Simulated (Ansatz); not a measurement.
## Frequency calculation of SiNH5OF

System: SiNH5OF, multiplicity 2.
Method: UKS PBE0/def2-SVP (Ansatz 0.2.0).

It belongs to a series of runs on one base structure; here: vibrations at the highest image of the band. Figures and captions count atoms from 1; the log counts them from 0 in places.

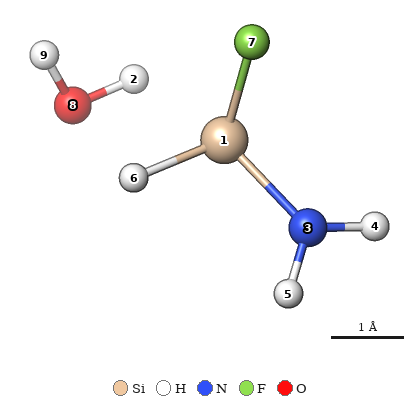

The input geometry (ball-and-stick view, seen at a tilt; atoms are numbered from 1 in the order of the input).

The input:
```yaml
crystal:
  periodic: [false, false, false]
  atoms:
    - { symbol: Si, position_ang: [0.288524, -0.177541, -0.015292] }
    - { symbol: H, position_ang: [0.242725, -1.014982, 2.823694] }
    - { symbol: "N", position_ang: [1.640013, 0.116186, -1.029781] }
    - { symbol: H, position_ang: [2.314274, -0.591931, -1.291805] }
    - { symbol: H, position_ang: [1.980581, 1.057431, -1.187203] }
    - { symbol: H, position_ang: [-0.309431, 1.166616, 0.252314] }
    - { symbol: F, position_ang: [-0.848453, -1.076354, -0.785373] }
    - { symbol: O, position_ang: [-0.078223, -0.156615, 3.123967] }
    - { symbol: H, position_ang: [-1.032709, -0.229911, 3.009677] }
magnetization:
  spin_polarized: true
  initial_magnetization: 1
basis:
  gaussian: { orbitals: def2-SVP }
hamiltonian:
  xc: pbe0
phonons: {}
```

Launch command:
```bash
ansatz run input.yaml --threads 2 --pin off --max-ram 3072MiB --backend cpu --events-out ev --progress --plain --runs-dir out
```

Log:
```
Engine: ansatz 0.2.0, aarch64-unknown-linux-gnu
Functional definition: PBE0
  parameter a = 0.25
  parameter kappa = 0.804
  parameter beta = 0.06672455060314922
  exchange = (1 - a)*pbe_x(kappa = kappa, mu = beta*pi^2/3) + a*exact_x
  correlation = pbe_c(beta = beta)
886 factors; integrals over basis functions are off by at most 3.3e-4 eV
mean field evaluation 1: about -14187.5873 eV, gradient 4.9e1 eV
mean field evaluation 2: about -14175.7074 eV, gradient 7.1e1 eV
mean field evaluation 4: about -14196.2956 eV, gradient 3.1e0 eV
mean field evaluation 8: about -14196.3427 eV, gradient 7.5e-2 eV
mean field evaluation 16: about -14196.3427 eV, gradient 3.6e-5 eV
mean field -14196.34272631 eV, -521.7059725651 hartree, gradient 3.6e-5 eV, S^2 0.751641; 0 other end points of the search recorded, 0 dependent functions left out
the calculation of the forces begins
reference -14196.34275201 eV, -521.7059735096 hartree; 22, 21 occupied and 63, 64 virtual orbitals, 886 factors
these checks for a lower state are left out or cut short: stability, starts, cluster_reference, orbital_swaps, neighbouring_geometries, increment
886 factors; integrals over basis functions are off by at most 3.3e-4 eV
mean field -14196.34256028 eV, -521.7059664639 hartree, gradient 2.8e-6 eV, S^2 0.751641; 0 other end points of the search recorded, 0 dependent functions left out
[... from here on the field's lines of each further geometry are left out, up to the last ...]
the calculation of the forces begins
reference -14196.34276008 eV, -521.7059738063 hartree; 22, 21 occupied and 63, 64 virtual orbitals, 886 factors
these checks for a lower state are left out or cut short: stability, starts, cluster_reference, orbital_swaps, neighbouring_geometries, increment
886 factors; integrals over basis functions are off by at most 3.3e-4 eV
mean field -14196.34270997 eV, -521.7059719646 hartree, gradient 1.2e-6 eV, S^2 0.751641; 0 other end points of the search recorded, 0 dependent functions left out
the calculation of the forces begins
reference -14196.34273567 eV, -521.7059729090 hartree; 22, 21 occupied and 63, 64 virtual orbitals, 886 factors
WARN: phonons: modes at or below zero, which the zero-point energy, F, S and C_V leave out: 1, the lowest at -56.51 cm⁻¹. A minimum has none, and a first-order saddle one
Total energy: -14196.34275201 eV, -521.7059735096 hartree
Atom 0 at     0.288524    -0.177541    -0.015292 Å, force    -0.019142     0.009627    -0.018993 eV/Å
Atom 1 at     0.242725    -1.014982     2.823694 Å, force     0.000458    -0.002723     0.001878 eV/Å
Atom 2 at     1.640013     0.116186    -1.029781 Å, force    -0.023389    -0.010704     0.014813 eV/Å
Atom 3 at     2.314274    -0.591931    -1.291805 Å, force     0.011908     0.003088    -0.009129 eV/Å
Atom 4 at     1.980581     1.057431    -1.187203 Å, force     0.021816     0.003049    -0.008605 eV/Å
Atom 5 at    -0.309431     1.166616     0.252314 Å, force    -0.000654    -0.001972     0.008791 eV/Å
Atom 6 at    -0.848453    -1.076354    -0.785373 Å, force     0.013329     0.000523     0.016627 eV/Å
Atom 7 at    -0.078223    -0.156615     3.123967 Å, force    -0.006041     0.002983    -0.010245 eV/Å
Atom 8 at    -1.032709    -0.229911     3.009677 Å, force     0.001715    -0.003871     0.004865 eV/Å
Dipole moment:     0.290617    -0.063273    -0.043819 e Å
Vibrations: -56.51 65.99 80.20 115.82 124.68 202.42 244.35 281.32 363.40 628.22 769.44 811.84 876.35 934.78 1525.98 1639.23 2208.02 3621.87 3730.80 3847.31 3944.58 cm⁻¹, zero-point energy 1.612824 eV
```

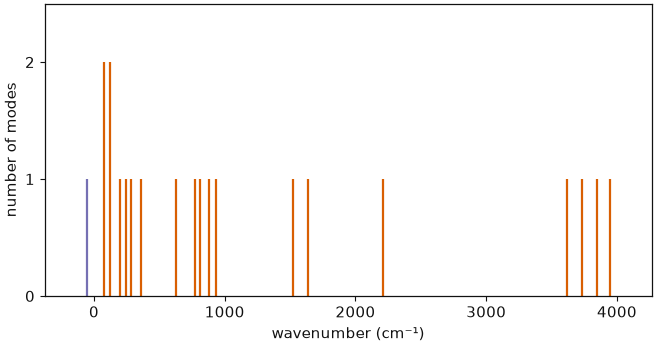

Harmonic vibrational wavenumbers from the force constants; neighbouring modes closer than 18 cm⁻¹ are counted in one stick, and imaginary ones are drawn at negative wavenumbers. 21 modes from 56i to 3945 cm⁻¹, 1 imaginary beyond 8i (56i cm⁻¹): not a clean minimum; so soft a mode can be a shallow saddle, an incomplete relaxation or noise of the force constants.

Results in brief:

- outcome: converged
- total energy: −14196.3428 eV
- mean-field energy: −14196.3428 eV
- ⟨S²⟩: 0.752
- largest force (length of the vector): 0.030 eV/Å
- hardware: 2 threads of Arm Neoverse V2, 24 GiB of memory available, shared host
- wall time: 73 s (CPU time 2.4 min)
- peak memory: 0.21 GiB
